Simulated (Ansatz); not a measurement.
## Geometry relaxation of GePH5F2 (part 2 of 2)

Continued. System: GePH5F2. Method: RKS B3LYP/def2-SVP (Ansatz 0.2.0). It belongs to a series of runs on one base structure; here: end point A relaxed.

## Trajectory as extended XYZ (Å, eV, eV/Å), 12 of the 40 frames kept, from step=1 to step=40
```
9
Properties=species:S:1:pos:R:3:forces:R:3 step=1 energy=-71310.88844
Ge    0.2135   -0.0592   -0.1194    0.1937  -0.0183  -1.1154
F     0.4684   -0.0299    1.5737    0.3514  -0.0030   0.9056
F     1.8070    0.1348   -0.7913   -0.0673  -0.0023   0.0241
H    -0.6016    1.1766   -0.5143    0.0147  -0.0315   0.0081
H    -0.2793   -1.4531   -0.5157    0.0186   0.0036   0.0025
P    -2.9441    0.2485    1.3137   -0.4159   0.0170   0.1167
H    -2.7300   -0.7580    0.3193    0.0041   0.0005  -0.0116
H    -3.5048   -0.6940    2.2338    0.0119   0.0377  -0.0234
H    -1.6332    0.1222    1.8529   -0.1111  -0.0036   0.0933
9
Properties=species:S:1:pos:R:3:forces:R:3 step=5 energy=-71311.02332
Ge    0.4190   -0.0694   -0.2215    0.0060  -0.0030   0.0756
F     0.6839   -0.0415    1.5002   -0.0093  -0.0004  -0.0741
F     1.9893    0.1559   -0.9241    0.0232   0.0003  -0.0026
H    -0.4359    1.1500   -0.5785    0.0047  -0.0043  -0.0126
H    -0.0700   -1.4708   -0.5969    0.0113  -0.0014  -0.0114
P    -3.2405    0.2417    1.4510    0.0051  -0.0312   0.0090
H    -2.9309   -0.6950    0.4101   -0.0190   0.0277   0.0177
H    -3.7067   -0.7844    2.3303    0.0022  -0.0015  -0.0037
H    -1.9126    0.2015    1.9821   -0.0241   0.0137   0.0021
9
Properties=species:S:1:pos:R:3:forces:R:3 step=8 energy=-71311.02759 accepted=F
Ge    0.5100   -0.1098   -0.3037    0.1143   0.0686   0.0618
F     0.4968    0.0116    1.4377   -0.0017  -0.0176  -0.1557
F     2.1726    0.1480   -0.7546   -0.1837  -0.0215   0.0452
H    -0.3238    1.0556   -0.8569    0.0636  -0.0555   0.0207
H     0.1353   -1.5461   -0.6858    0.0182   0.0220   0.0174
P    -3.4165    0.2386    1.7506    0.3234  -0.6067  -0.1643
H    -3.2633   -0.3311    0.4175   -0.0946   0.1504   0.4494
H    -3.5254   -1.0641    2.3907    0.0093   0.4168  -0.2653
H    -1.9901    0.2853    1.9571   -0.2488   0.0433  -0.0093
9
Properties=species:S:1:pos:R:3:forces:R:3 step=12 energy=-71311.04769
Ge    0.5639   -0.1194   -0.3642    0.0543   0.0239   0.0763
F     0.4137    0.0295    1.3671    0.0087  -0.0075  -0.1044
F     2.2492    0.1517   -0.6924   -0.0833  -0.0058   0.0183
H    -0.2342    1.0246   -0.9999    0.0219  -0.0201   0.0041
H     0.2395   -1.5676   -0.7433    0.0013   0.0093   0.0048
P    -3.4816    0.2151    1.8642    0.0640  -0.1470  -0.0689
H    -3.3541   -0.2317    0.5029   -0.0277   0.0410   0.1176
H    -3.5362   -1.1252    2.3762    0.0072   0.1088  -0.0472
H    -2.0646    0.3108    2.0422   -0.0464  -0.0026  -0.0006
9
Properties=species:S:1:pos:R:3:forces:R:3 step=15 energy=-71311.05249
Ge    0.6203   -0.1269   -0.4068    0.0488   0.0417   0.0763
F     0.3351    0.0836    1.3013    0.0176  -0.0149  -0.0991
F     2.3227    0.1551   -0.6127   -0.0768  -0.0145   0.0115
H    -0.1348    0.9835   -1.1451    0.0116  -0.0139   0.0039
H     0.3378   -1.5910   -0.7553    0.0046   0.0014   0.0047
P    -3.5180    0.1902    2.0062    0.0675  -0.1143  -0.1024
H    -3.5712   -0.0848    0.5948    0.0094   0.0315   0.1413
H    -3.5075   -1.2017    2.3511   -0.0144   0.0761  -0.0210
H    -2.0887    0.2801    2.0192   -0.0682   0.0070  -0.0151
9
Properties=species:S:1:pos:R:3:forces:R:3 step=19 energy=-71311.05828
Ge    0.7201   -0.1325   -0.4851    0.0235   0.0183   0.0437
F     0.2233    0.1525    1.1612    0.0138  -0.0057  -0.0577
F     2.4304    0.1692   -0.4933   -0.0483  -0.0037   0.0010
H     0.0473    0.9245   -1.3677    0.0125  -0.0119   0.0117
H     0.5018   -1.6175   -0.7892    0.0003   0.0030  -0.0007
P    -3.5719    0.1449    2.2039    0.0231  -0.0394  -0.0545
H    -3.8532    0.0947    0.7984    0.0163   0.0119   0.0560
H    -3.5436   -1.2814    2.3206   -0.0094   0.0203   0.0070
H    -2.1585    0.2336    2.0039   -0.0318   0.0072  -0.0065
9
Properties=species:S:1:pos:R:3:forces:R:3 step=22 energy=-71311.06079
Ge    0.7826   -0.1373   -0.5392   -0.0078   0.0050  -0.0066
F     0.1216    0.1720    1.0418    0.0028  -0.0013  -0.0076
F     2.4787    0.1944   -0.3860   -0.0010   0.0021   0.0013
H     0.1834    0.8894   -1.5060    0.0084  -0.0080   0.0085
H     0.6172   -1.6314   -0.8323    0.0012   0.0020   0.0016
P    -3.5879    0.1218    2.3181    0.0151  -0.0147  -0.0327
H    -4.0122    0.1875    0.9511    0.0091  -0.0047   0.0345
H    -3.5855   -1.3093    2.3277   -0.0086   0.0138  -0.0021
H    -2.2020    0.2007    1.9775   -0.0193   0.0058   0.0031
9
Properties=species:S:1:pos:R:3:forces:R:3 step=26 energy=-71311.06230
Ge    0.8673   -0.1428   -0.6153    0.0290   0.0403   0.0817
F    -0.0167    0.1673    0.8562    0.0521  -0.0179  -0.0886
F     2.5198    0.2357   -0.2319   -0.0930  -0.0171  -0.0208
H     0.3822    0.8560   -1.6720    0.0125  -0.0129   0.0212
H     0.7812   -1.6443   -0.9057    0.0006   0.0075   0.0048
P    -3.6027    0.1041    2.4539    0.0306  -0.0064  -0.0886
H    -4.2018    0.2766    1.1621    0.0275  -0.0067   0.0634
H    -3.6633   -1.3234    2.3718   -0.0017   0.0128   0.0035
H    -2.2703    0.1587    1.9337   -0.0575   0.0004   0.0233
9
Properties=species:S:1:pos:R:3:forces:R:3 step=29 energy=-71311.06222 accepted=F
Ge    0.9172   -0.1463   -0.6672    0.0502   0.0882   0.1748
F    -0.1260    0.1466    0.7038    0.1190  -0.0329  -0.1597
F     2.5161    0.2591   -0.1080   -0.1870  -0.0446  -0.0646
H     0.5317    0.8475   -1.7704    0.0146  -0.0250   0.0410
H     0.8865   -1.6486   -0.9664    0.0014   0.0143   0.0092
P    -3.6073    0.1014    2.5293    0.0167  -0.0017  -0.0539
H    -4.2997    0.3125    1.2922    0.0302  -0.0079   0.0405
H    -3.7056   -1.3223    2.4269   -0.0036   0.0060   0.0019
H    -2.3172    0.1381    1.9125   -0.0416   0.0036   0.0108
9
Properties=species:S:1:pos:R:3:forces:R:3 step=33 energy=-71311.06382
Ge    0.9167   -0.1458   -0.6673    0.0054   0.0161   0.0269
F    -0.1351    0.1423    0.6910    0.0220  -0.0054  -0.0298
F     2.5056    0.2580   -0.0960   -0.0335  -0.0072  -0.0111
H     0.5403    0.8496   -1.7695    0.0050  -0.0065   0.0115
H     0.8889   -1.6470   -0.9697    0.0009   0.0030   0.0021
P    -3.6010    0.1037    2.5296    0.0050   0.0001  -0.0146
H    -4.2998    0.3099    1.2977    0.0050  -0.0004   0.0095
H    -3.7027   -1.3200    2.4340    0.0003   0.0004   0.0015
H    -2.3173    0.1372    1.9030   -0.0101  -0.0001   0.0040
9
Properties=species:S:1:pos:R:3:forces:R:3 step=36 energy=-71311.06425
Ge    0.9345   -0.1477   -0.6931    0.0126   0.0133   0.0530
F    -0.2139    0.1217    0.5888    0.0280  -0.0056  -0.0328
F     2.4752    0.2669   -0.0080   -0.0387  -0.0098  -0.0158
H     0.6282    0.8516   -1.8117   -0.0013   0.0059  -0.0048
H     0.9423   -1.6467   -1.0049    0.0007  -0.0039  -0.0010
P    -3.5896    0.1082    2.5629    0.0027  -0.0035   0.0009
H    -4.3373    0.3214    1.3620    0.0000   0.0000  -0.0004
H    -3.7102   -1.3144    2.4736   -0.0023   0.0010   0.0016
H    -2.3336    0.1268    1.8831   -0.0017   0.0026  -0.0007
9
Properties=species:S:1:pos:R:3:forces:R:3 step=40 energy=-71311.06482
Ge    0.9551   -0.1491   -0.7194    0.0009   0.0087   0.0103
F    -0.2908    0.0984    0.4711    0.0093  -0.0017  -0.0109
F     2.4340    0.2700    0.0862   -0.0140  -0.0036  -0.0067
H     0.7269    0.8598   -1.8493    0.0025  -0.0058   0.0069
H     0.9992   -1.6451   -1.0443    0.0010   0.0022  -0.0003
P    -3.5770    0.1161    2.5964    0.0065  -0.0003  -0.0188
H    -4.3807    0.3263    1.4310    0.0059  -0.0011   0.0104
H    -3.7157   -1.3060    2.5260    0.0009   0.0020   0.0009
H    -2.3553    0.1174    1.8551   -0.0130  -0.0004   0.0082
```

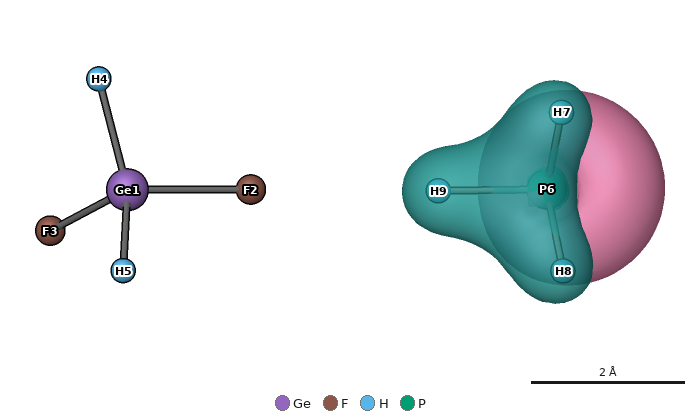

One frontier orbital at ±0.15 Å⁻³ᐟ² (teal and pink are the two phases), seen at a tilt. The HOMO, at −7.23 eV.

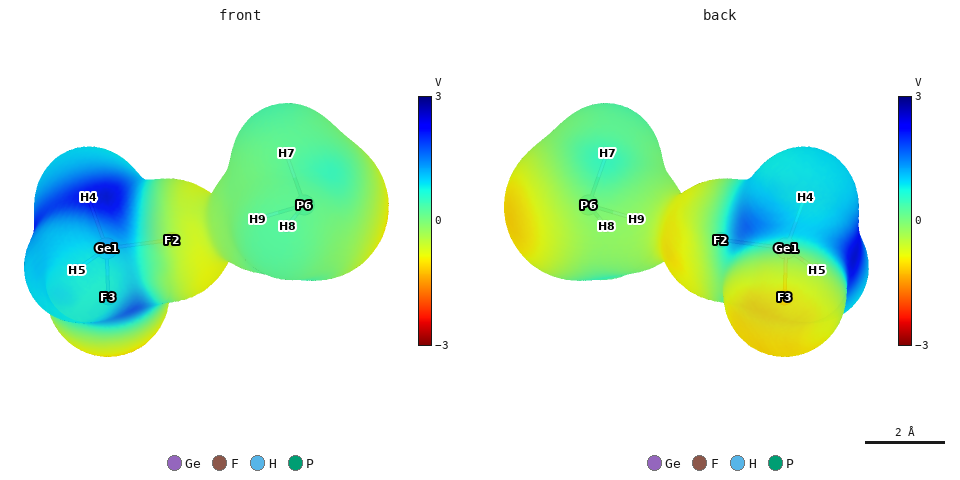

The molecular electrostatic potential painted on the density surface at 0.002 e/bohr³, seen at a tilt and from behind; the colour scale runs from red (negative) to blue (positive).

The run was set up as follows.

## Input file
```yaml
crystal:
  periodic: [false, false, false]
  atoms:
    - { symbol: Ge, position_ang: [0.2135, -0.059246, -0.11939] }
    - { symbol: F, position_ang: [0.468359, -0.029853, 1.573688] }
    - { symbol: F, position_ang: [1.807002, 0.134818, -0.791311] }
    - { symbol: H, position_ang: [-0.601643, 1.176649, -0.514303] }
    - { symbol: H, position_ang: [-0.279323, -1.453076, -0.515653] }
    - { symbol: P, position_ang: [-2.944123, 0.248462, 1.313703] }
    - { symbol: H, position_ang: [-2.73003, -0.758032, 0.319302] }
    - { symbol: H, position_ang: [-3.504826, -0.694045, 2.233812] }
    - { symbol: H, position_ang: [-1.633216, 0.122223, 1.852853] }
basis:
  gaussian: { orbitals: def2-SVP }
hamiltonian:
  xc: b3lyp
relax:
  f_tol: 0.03
  max_steps: 50
output:
  orbitals: {}
```

Run as:
```bash
ansatz run input.yaml --threads 2 --pin off --max-ram 3072MiB --backend cpu --events-out ev --progress --plain --runs-dir out
```

## Results in brief

- outcome: converged
- total energy: −71311.0651 eV
- mean-field energy: −71311.0651 eV
- largest force (length of the vector) at the end: 0.020 eV/Å
- hardware: 2 threads of Arm Neoverse V2, 24 GiB of memory available, shared host
- wall time: 77 s (CPU time 2.4 min)
- peak memory: 0.23 GiB
